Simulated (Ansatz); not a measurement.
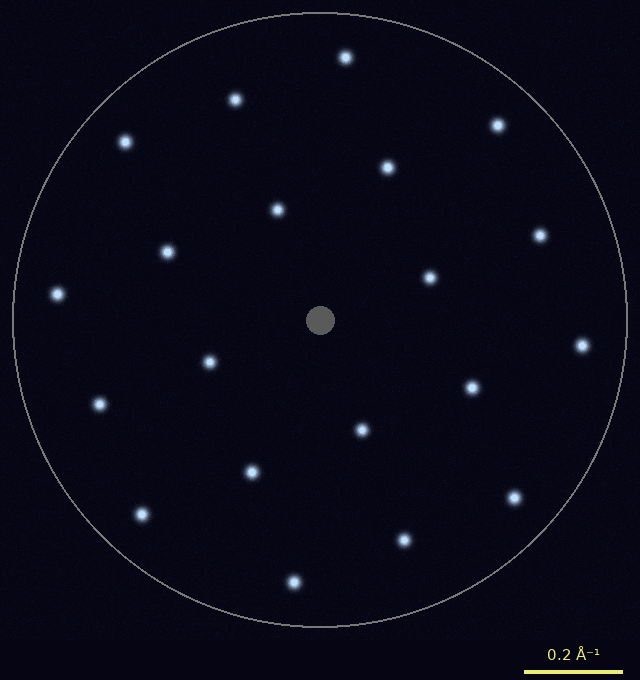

Simulated LEED pattern at 90 eV and normal incidence, from the upper face of a slab model. Spot positions follow from the surface net; brightness is a rough single-scattering estimate from the outer layers, good only for telling present from absent.

**What surface net do the spots show?**

The spots form a square reciprocal net with shortest vectors 0.243 and 0.243 Å⁻¹ at 90.0°. The primitive real-space mesh has edges 4.12 and 4.12 Å at 90.0° (or its supplement) and area 17.0 Å².

The slab has composition Sr (2 atoms a cell, 3.0 Å thick). Structure: the end point of a relaxation with Ansatz 0.2.0, DFT PBE, scalar-relativistic, plane waves, PAW; the starting structure was generated, so it need not be a known form of this composition.
